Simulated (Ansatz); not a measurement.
# AlBH5NO: the cost of one run

All numbers below are computed with Ansatz 0.2.0 (RKS BHLYP-D4/def2-SVP).

## Step 1: The system as given

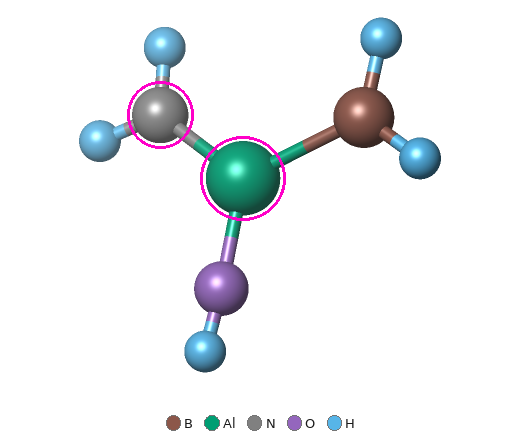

The starting structure, seen from a chosen angle (boron brown, aluminium teal, nitrogen grey, oxygen purple, hydrogen blue). Ringed: Al2, N3.

As a file:

```xyz
9

B    -1.0041    0.8563   -1.3367
Al   -0.0219    0.0359    0.2887
N     1.2878   -1.1749    0.1019
O    -0.4512    0.5040    1.8147
H    -0.7689    0.5284   -2.4400
H    -1.8389    1.6775   -1.2351
H     1.7959   -1.6134    0.8604
H     1.6494   -1.5466   -0.7660
H    -0.6482    0.7328    2.7120
```

## Step 2: End point A

Contents of input.yaml:

```yaml
crystal:
  periodic: [false, false, false]
  atoms:
    - { symbol: B, position_ang: [-1.00408, 0.85626, -1.33669] }
    - { symbol: Al, position_ang: [-0.0219, 0.03592, 0.28869] }
    - { symbol: "N", position_ang: [1.28784, -1.17487, 0.10193] }
    - { symbol: O, position_ang: [-0.45122, 0.50402, 1.81467] }
    - { symbol: H, position_ang: [-0.76894, 0.52836, -2.43997] }
    - { symbol: H, position_ang: [-1.83892, 1.67753, -1.23509] }
    - { symbol: H, position_ang: [1.79593, -1.61342, 0.86043] }
    - { symbol: H, position_ang: [1.64944, -1.54663, -0.766] }
    - { symbol: H, position_ang: [-0.64816, 0.73283, 2.71204] }
basis:
  gaussian: { orbitals: def2-SVP }
hamiltonian:
  xc: { name: BHLYP }
  dispersion: d4
relax:
  f_tol: 0.015
  max_steps: 40
output:
  orbitals: {}
```

Command:

```
> ansatz run input.yaml --threads 1 --pin off --max-ram 2048MiB --backend cpu --events-out ev --progress --plain --runs-dir out
```

**Question.** How long does this run take on 1 thread of Intel Xeon Platinum 8488C (Sapphire Rapids), shared host, and how much memory does it need?

About 77 s, with a peak of 0.17 GiB.
